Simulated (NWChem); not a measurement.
# One shape, several levels: C3H7F (2-fluoropropane)

We compute a comparison of 4 runs (HF/STO-3G, HF/3-21G, B3LYP/6-31G*) of C3H7F (2-fluoropropane). 

The results are computed with NWChem 7.3.0.

1 further run of the same task is left out (it didn't finish).

**1. The system as given**

C3H7F has 11 atoms, charge 0, and is taken as a singlet. SMILES: `CC(C)F`. One bond was lengthened or shortened from a relaxed shape.

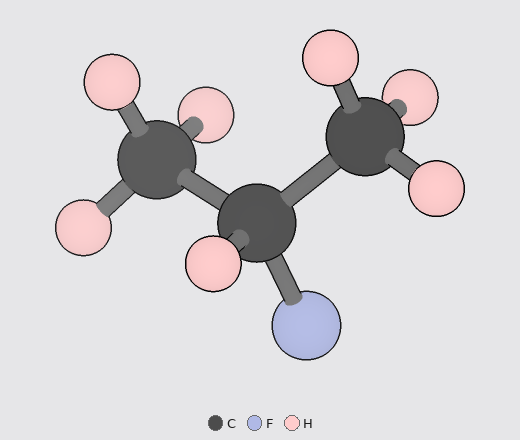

Viewed from a chosen angle; carbon dark grey, fluorine light blue, hydrogen pink.

**2. A single-point energy at HF/STO-3G (run 1)**

work.xyz reads:

```xyz
11
C3H7F energy
C     -0.375854     1.045280    -0.620036
C     -0.620954    -0.306420     0.001664
C      0.485046    -0.766020     0.917664
F     -0.755454    -1.242220    -1.025436
H     -1.183254     1.303580    -1.307036
H     -0.321954     1.814280     0.153964
H      0.707700     1.043900    -1.256000
H     -1.577954    -0.307020     0.536664
H      1.437146    -0.788520     0.382364
H      0.275946    -1.766520     1.299564
H      0.581446    -0.085420     1.766764
```

work.nw reads:

```
START work
TITLE "C3H7F energy"
memory total 2200 mb

GEOMETRY noautosym nocenter noautoz
  load format xyz work.xyz
END

BASIS spherical bse
  * library STO-3G
END

SCF
  thresh 1e-08
  maxiter 80
END

TASK scf energy
```

Launch:

```console
$ nwchem work.nw > work.out
```

Standard output:

```text
[...]
  functions       =    27
[...]
  wavefunction    = RHF
[...]
         Total SCF energy =   -214.315162939988
      One-electron energy =   -558.102631890368
      Two-electron energy =    211.328243578706
 Nuclear repulsion energy =    132.459225371674
        Time for solution =      1.4s
[...]
```

It took 1.9 s on 1 thread of Intel Xeon Platinum 8375C at 2.90GHz (Ice Lake), shared host; peak memory 0.1 GiB.

**3. A single-point energy at HF/3-21G (run 2)**

run.py reads:

```python
from ase import Atoms
from ase.calculators.nwchem import NWChem

mol = Atoms(['C', 'C', 'C', 'F', 'H', 'H', 'H', 'H', 'H', 'H', 'H'], positions=[
    [-0.375854, 1.045280, -0.620036],
    [-0.620954, -0.306420, 0.001664],
    [0.485046, -0.766020, 0.917664],
    [-0.755454, -1.242220, -1.025436],
    [-1.183254, 1.303580, -1.307036],
    [-0.321954, 1.814280, 0.153964],
    [0.707700, 1.043900, -1.256000],
    [-1.577954, -0.307020, 0.536664],
    [1.437146, -0.788520, 0.382364],
    [0.275946, -1.766520, 1.299564],
    [0.581446, -0.085420, 1.766764],
])

calc = NWChem(
    label='c3h7f',
    theory='scf',
    memory='2200 mb',
    basis='3-21G',
    basispar='spherical bse',
    scf={'nopen': '0', 'rhf': None, 'thresh': '1e-08', 'maxiter': '80', 'print': 'low'},
    task='energy',
)
mol.calc = calc

print(f"energy = {mol.get_potential_energy():.6f} eV")
```

Launch:

```console
$ export ASE_NWCHEM_COMMAND="nwchem PREFIX.nwi > PREFIX.nwo"
$ python run.py
```

Standard output:

```text
energy = -5875.497017 eV
```

The calculator wrote c3h7f.nwi:

```
title "c3h7f"

permanent_dir c3h7f

scratch_dir c3h7f

start c3h7f

geometry units angstrom nocenter noautosym noautoz
  C  -3.7585400000000002e-01 1.0452800000000000e+00 -6.2003600000000003e-01
  C  -6.2095400000000001e-01 -3.0642000000000003e-01 1.6639999999999999e-03
  C  4.8504599999999998e-01 -7.6602000000000003e-01 9.1766400000000004e-01
  F  -7.5545399999999996e-01 -1.2422200000000001e+00 -1.0254360000000000e+00
  H  -1.1832540000000000e+00 1.3035800000000000e+00 -1.3070360000000001e+00
  H  -3.2195400000000002e-01 1.8142799999999999e+00 1.5396399999999999e-01
  H  7.0770000000000000e-01 1.0439000000000001e+00 -1.2560000000000000e+00
  H  -1.5779540000000001e+00 -3.0702000000000002e-01 5.3666400000000003e-01
  H  1.4371460000000000e+00 -7.8852000000000000e-01 3.8236399999999998e-01
  H  2.7594600000000002e-01 -1.7665200000000001e+00 1.2995639999999999e+00
  H  5.8144600000000002e-01 -8.5419999999999996e-02 1.7667640000000000e+00
end

memory 2200 mb

basis spherical bse noprint
   * library 3-21G
end

scf
  nopen 0
  rhf
  thresh 1e-08
  maxiter 80
  print low
end

task scf energy
```

c3h7f.nwo:

```text
Northwest Computational Chemistry Package (NWChem) 7.3.0
             --------------------------------------------------------

           Job information
           ---------------

    nwchem branch   = 7.3.0
    use scalapack   = T
    input           = c3h7f.nwi
    prefix          = c3h7f.
    data base       = c3h7f/c3h7f.db
    status          = startup
    nproc           =        1

           Memory information
           ------------------

    heap     =     72089594 doubles =      550.0 Mbytes
    stack    =     72089599 doubles =      550.0 Mbytes
    global   =    144179200 doubles =     1100.0 Mbytes (distinct from heap & stack)
    total    =    288358393 doubles =     2200.0 Mbytes
    verify   = yes
    hardfail = no

[... 37 lines left out ...]
            Nuclear Dipole moment (a.u.)
[... 53 lines left out ...]
                                 NWChem SCF Module
                                 -----------------

                                       c3h7f

  ao basis        = "ao basis"
  functions       =    50
  atoms           =    11
  closed shells   =    17
  open shells     =     0
  charge          =   0.00
  wavefunction    = RHF
  input vectors   = atomic
  output vectors  = c3h7f/c3h7f.movecs
  use symmetry    = F
  symmetry adapt  = F

 Forming initial guess at       0.0s

 Starting SCF solution at       0.1s

       Final RHF  results
       ------------------

         Total SCF energy =   -215.920534560117
      One-electron energy =   -558.342669121725
      Two-electron energy =    209.962909189934
 Nuclear repulsion energy =    132.459225371674

        Time for solution =      1.6s

 Task  times  cpu:        1.7s     wall:        1.7s
 Total times  cpu:        1.7s     wall:        1.7s
```

Wall time 2.7 s (1 thread of Intel Xeon Platinum 8375C at 2.90GHz (Ice Lake), shared host); peak memory 0.1 GiB.

Run 3 isn't shown in full; the table further down has it.

**4. A single-point energy at B3LYP/6-31G(d) (Cartesian functions) (run 4)**

c3h7f.nw reads:

```
START c3h7f
memory stack 880 mb heap 220 mb global 1100 mb
charge 0
GEOMETRY units angstroms noautosym nocenter noautoz
  C    -0.375854    1.045280   -0.620036
  C    -0.620954   -0.306420    0.001664
  C     0.485046   -0.766020    0.917664
  F    -0.755454   -1.242220   -1.025436
  H    -1.183254    1.303580   -1.307036
  H    -0.321954    1.814280    0.153964
  H     0.707700    1.043900   -1.256000
  H    -1.577954   -0.307020    0.536664
  H     1.437146   -0.788520    0.382364
  H     0.275946   -1.766520    1.299564
  H     0.581446   -0.085420    1.766764
END
BASIS cartesian
  * library 6-31G*
END
DFT
  xc b3lyp
  grid xfine
  convergence energy 1e-08
  maxiter 100
  mulliken
END
TASK dft energy
```

Launch:

```console
$ nwchem c3h7f.nw > c3h7f.out
```

Standard output:

```text
[...]
          Wavefunction type:  closed shell.
          No. of atoms     :    11
          No. of electrons :    34
[...]
          Charge           :     0
          Spin multiplicity:     1
[...]
          AO basis - number of functions:    74
[...]
              XC Information
              --------------
                         B3LYP Method XC Potential
                     Hartree-Fock (Exact) Exchange  0.200
                        Slater Exchange Functional  0.800 local
                    Becke 1988 Exchange Functional  0.720 non-local
              Lee-Yang-Parr Correlation Functional  0.810
                  VWN I RPA Correlation Functional  0.190 local
[...]
 d= 0,ls=0.0,diis     1   -218.2988492494 -3.51D+02  1.48D-02  6.47D-01     4.7
[...]
 d= 0,ls=0.0,diis     8   -218.3660275846  4.66D-09  3.76D-06  1.73D-07    32.9
         Total DFT energy =     -218.366027584578
      One electron energy =     -560.410758650151
           Coulomb energy =      238.932776103105
    Exchange-Corr. energy =      -29.347270409206
 Nuclear repulsion energy =      132.459225371674
[...]
      Total Density - Mulliken Population Analysis
     ---------------------------------------------
    Atom       Charge   Shell Charges
 -----------   ------   -------------------------------------------------------
    1 C    6     6.45   1.99  0.68  2.09  0.67  1.00  0.02
    2 C    6     5.76   1.99  0.71  1.99  0.47  0.56  0.05
    3 C    6     6.46   1.99  0.68  2.15  0.63  0.99  0.03
    4 F    9     9.33   1.99  0.94  3.31  1.00  2.04  0.05
    5 H    1     0.84   0.53  0.31
    6 H    1     0.85   0.53  0.33
    7 H    1     0.88   0.48  0.41
    8 H    1     0.88   0.54  0.34
    9 H    1     0.84   0.53  0.32
   10 H    1     0.84   0.53  0.31
[...]
```

It took 34 s on 1 thread of Intel Xeon Platinum 8375C at 2.90GHz (Ice Lake), shared host; peak memory 0.15 GiB.

**5. The series**

```csv
run,level,iteration cap,module,energy (Eh),dipole moment (D),wall time
1,HF/STO-3G,80,scf,-214.315163,1.28,1.9 s
2,HF/3-21G,80,scf,-215.920535,–,2.7 s
3,B3LYP/6-31G* (spherical functions),100,dft,-218.362823,1.71,32 s
4,B3LYP/6-31G* (Cartesian functions),100,dft,-218.366028,1.71,34 s
```

**6. Summary of results**

| quantity | value |
| --- | --- |
| run 4: total energy | -218.36603 Eh |
| run 4: dipole moment | 1.71 D |
| run 4: HOMO energy | -8.57 eV |
| run 4: LUMO energy | 2.40 eV |
| run 4: HOMO–LUMO gap | 10.97 eV |

What this shows: Over runs 1, 3, 4 the dipole moment (its size) runs from 1.28 D (HF/STO-3G) to 1.71 D (B3LYP/6-31G*). The two ends differ in method and basis. In run 1 the basis is minimal, so the values are rough. All runs together took 70 s, the longest 34 s.
